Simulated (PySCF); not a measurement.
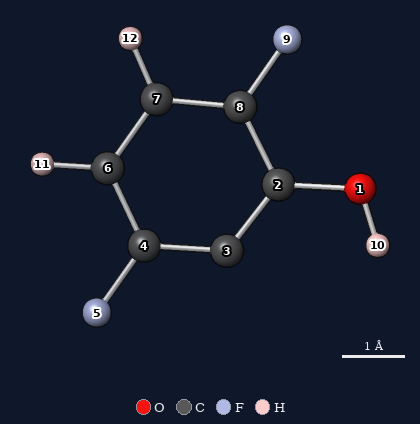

Fig. 1: The structure (ball-and-stick view, seen on its broad side; atoms are numbered from 1 in the order of the input).

# Run report: C₆H₃F₂O, EPR calculation

The run: EPR calculation of C₆H₃F₂O, multiplicity 2, SMILES Oc1[c]c(F)ccc1F. Method and program: UKS B3LYP, pcH-1 on C F H O, non-relativistic, mean-field spin-orbit, GIAO (PySCF 2.14.0).

It belongs to a series of runs on one base structure; here: H removed from aryl C.

What the program printed
```
UKS, coarse grid
  cycle   1  E = -505.14273490  |g| = 6.12e-01
  cycle   2  E = -504.94126902  |g| = 9.93e-01
  cycle   3  E = -505.26376705  |g| = 1.06e-01
  cycle   4  E = -505.26831410  |g| = 4.31e-02
  cycle   5  E = -505.26910969  |g| = 1.73e-02
  cycle   6  E = -505.26925551  |g| = 5.82e-03
  cycle   7  E = -505.26927840  |g| = 3.02e-03
  cycle   8  E = -505.26928630  |g| = 1.21e-03
  cycle   9  E = -505.26929090  |g| = 5.75e-04
UKS, final grid
  cycle   1  E = -505.26939816  |g| = 6.94e-04
  cycle   2  E = -505.26939799  |g| = 1.17e-03
  cycle   3  E = -505.26939869  |g| = 1.85e-04
  cycle   4  E = -505.26939880  |g| = 1.88e-04
  cycle   5  E = -505.26939886  |g| = 5.16e-05
  cycle   6  E = -505.26939887  |g| = 1.57e-05
E = -505.26939887 Eh   <S^2> = 0.7570 (exact 0.7500)
g shifts (ppm)      1          2          3
  rmc          -164       -164       -164
  gc             16         27         39
  oz_so        -320          8        104
  total        -468       -130        -21
hyperfine (MHz)  atom isotope    a_iso     a_fc   dipolar eigenvalues
    0   17O     -11.77     -11.77     -8.63      2.33      6.30
    1   13C     -10.72     -10.72    -13.84     -3.56     17.40
    2   13C     373.40     373.40    -78.46    -61.48    139.95
    3   13C     -20.74     -20.74    -15.16     -4.99     20.15
    4   19F      54.14      54.14    -42.50    -15.52     58.02
    5   13C      33.46      33.46     -5.13     -1.06      6.19
    6   13C      -4.29      -4.29     -6.00      2.17      3.83
    7   13C      47.89      47.89     -3.97     -0.37      4.34
    8   19F      38.15      38.15    -34.58    -18.04     52.61
    9    1H      -0.41      -0.41     -6.61     -3.58     10.19
   10    1H      31.83      31.83     -2.65     -2.09      4.74
   11    1H       0.43       0.43     -1.55      0.26      1.29
```

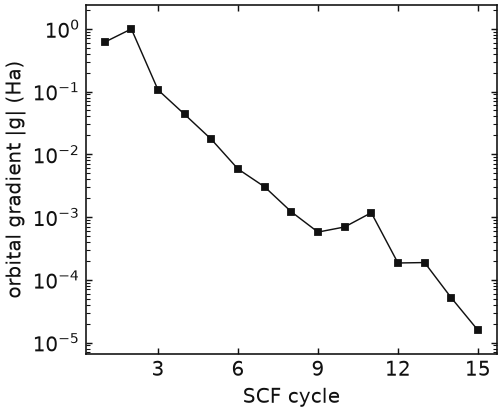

Fig. 2: Convergence of the self-consistent field: orbital gradient |g| against the SCF cycle. All cycles printed in the log are drawn one after another.

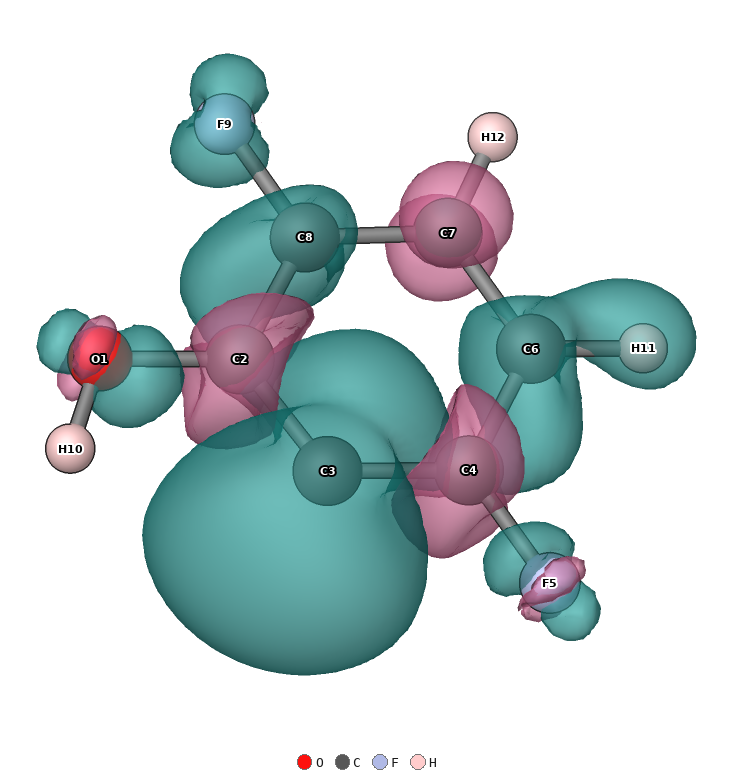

Fig. 3: Isosurfaces of the spin density at +0.006 (teal) and −0.006 e/Å³ (pink), seen at an oblique angle. The unpaired spin (1 electron) lies mostly on C3 (about 0.8), in electrons by Hirshfeld's partition.

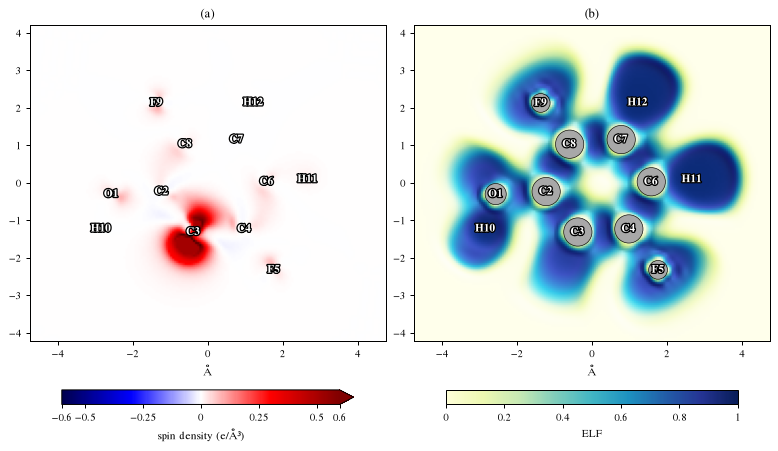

Fig. 4: (a) spin density; (b) ELF on the molecular plane. Grey discs, where drawn, cover atomic cores. The section cuts through O, C, F and H sites. C–C (1.36 Å): the ELF peaks at about 0.95 between the atoms (a shared electron pair). O–H (0.96 Å): the ELF climbs to about 1 towards the hydrogen, as it does in any bond to H; a covalent bond by its length. The unpaired spin (1 electron) lies mostly on C3 (about 0.8), in electrons by Hirshfeld's partition.

The run was set up as follows.

The input
```
{"job": {"kind": "epr", "basis": "pcH-1"}, "charge": 0, "multiplicity": 2}
O      2.517036    -0.577925     0.096357
C      1.187628    -0.360282     0.064924
C      0.226240    -1.308593     0.295896
C     -1.116332    -1.075743     0.260685
F     -2.012694    -2.044318     0.496497
C     -1.567762     0.209347    -0.029818
C     -0.643745     1.207981    -0.271910
C      0.707692     0.932933    -0.226520
F      1.598983     1.910521    -0.462963
H      2.695117    -1.502288     0.308143
H     -2.629469     0.394514    -0.058084
H     -0.961495     2.213166    -0.499234
```

The first line tells a small driver script what to run in PySCF; the rest is the geometry in Å.

Launched with:
```bash
OMP_NUM_THREADS=1 python <driver script> task.json out
```

Key numbers

| quantity | value |
| --- | --- |
| outcome | converged |
| total energy | −505.269399 hartree |
| ⟨S²⟩ | 0.757 |
| isotropic g | 2.0021 |
| hardware | 1 CPU thread, shared host |
| wall time | 53 s |
| peak memory | 0.94 GiB |
